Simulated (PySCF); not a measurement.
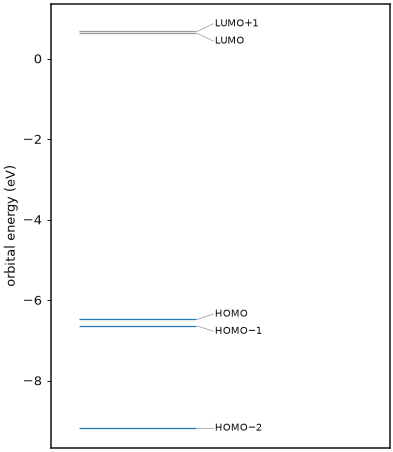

Kohn-Sham orbital energies near the frontier, PBE0/def2-SVPD with PySCF, at a GFN2-xTB geometry (no frequency check), isolated molecule; empty levels in grey, levels within 0.03 eV side by side.

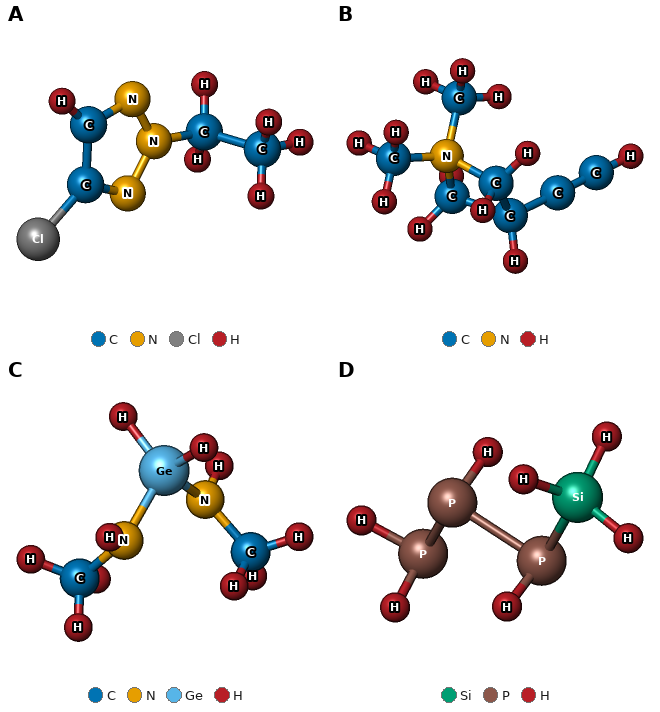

> Which molecule has this level scheme? The candidates are drawn in the second picture. Charge and spin: A neutral singlet; B +1 singlet; C neutral singlet; D neutral singlet.

Structure C, C₂H₁₀GeN₂, SMILES C[NH][GeH2][NH]C, singlet. HOMO −6.48 eV, LUMO 0.62 eV, separation 7.10 eV.

Known limits of this run: the tight-binding geometry is rougher than a DFT one and adds to the error; one conformer of a flexible molecule; empty levels above zero depend strongly on the basis.
